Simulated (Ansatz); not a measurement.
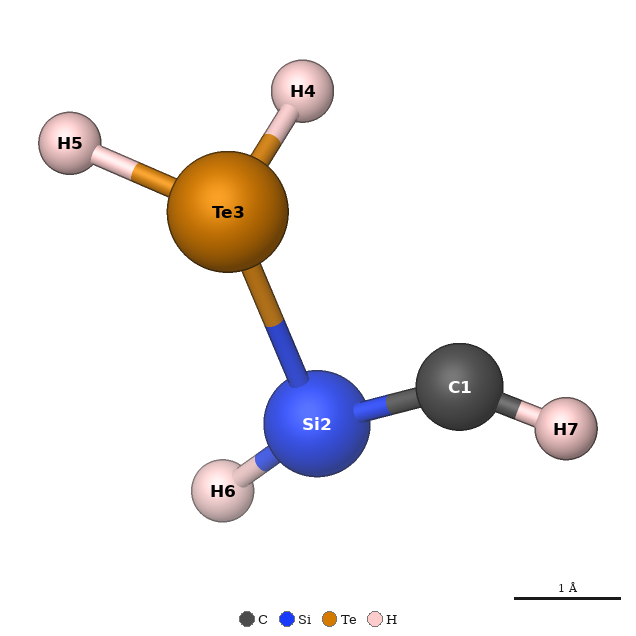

Orthographic view. Distant atoms are faded towards the background colour. The geometry was computed by an optimisation with PBE0-D4/def2-TZVP. No frequency run is at hand to confirm it as a minimum.

Give the geometry as a Z-matrix, atoms in numerical order, with these reference atoms: 2 to 1; 3 to 2, 1; 4 to 3, 2, 1; 5 to 3, 4, 2; 6 to 2, 1, 3; 7 to 1, 2, 6.

```
C  
Si   1   1.670
Te   2   2.512   1    80.3
H    3   1.662   2    96.5   1    81.5
H    3   1.723   4    85.4   2  -115.3
H    2   1.497   1   161.1   3   173.5
H    1   1.086   2   134.9   6    -1.8
```
